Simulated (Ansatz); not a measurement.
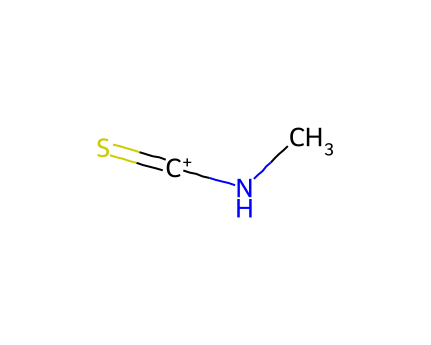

State: charge +1, singlet. The computed structure is the end point of a PBE0-D4/def2-TZVP optimisation. No frequency run is at hand to confirm it as a minimum. Properties computed with RKS PBE0-D4/def2-TZVP (Ansatz 0.2.0).

What is the dispersion correction?

Answer. −9.8 kJ/mol.
